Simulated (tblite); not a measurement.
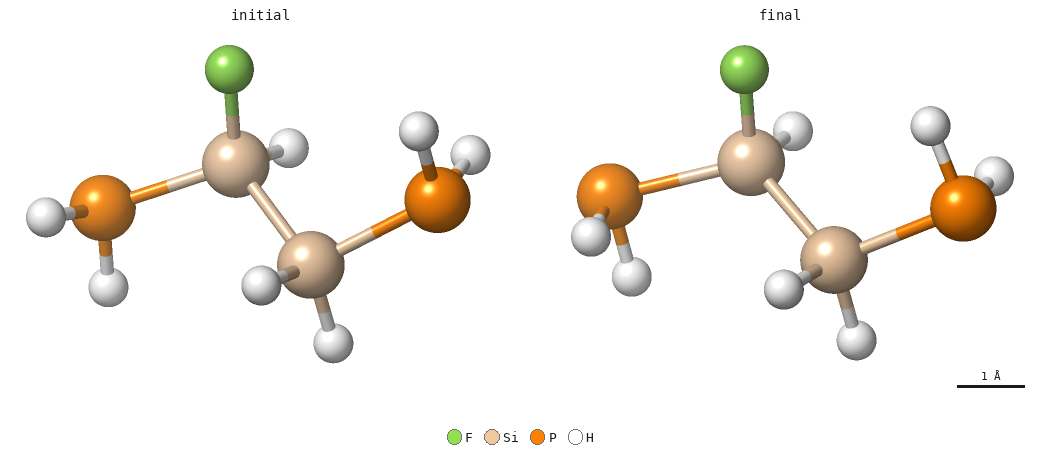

The structure of Si₂P₂H₇F before (left) and after (right) a relaxation, at one scale.

A ball-and-stick model, seen at a tilt.

The calculation used tblite 0.8.0, GFN2-xTB geometry optimisation, gas phase. 

Summarise the run.

Answer. The atom that moves furthest after the best rigid fit is an H atom (0.48 Å). Largest moves by element: H 0.48 Å, P 0.30 Å, F 0.17 Å, Si 0.11 Å. Near-neighbour distances that change, for instance: Si–Si 2.236 → 2.340 Å, H–P 1.464 → 1.385 Å, P–Si 2.175 → 2.244 Å, F–Si 1.686 → 1.623 Å. Among the angles between lasting bonds that change: H–P–H 113.6° → 92.4°, Si–P–H 112.4° → 95.6°, Si–P–H 109.4° → 94.0°. Over 79 geometry steps the energy falls by 33.7 kcal/mol. Cost: 0.6 s on 1 thread of Intel(R) Xeon(R) Platinum 8488C (shared host).
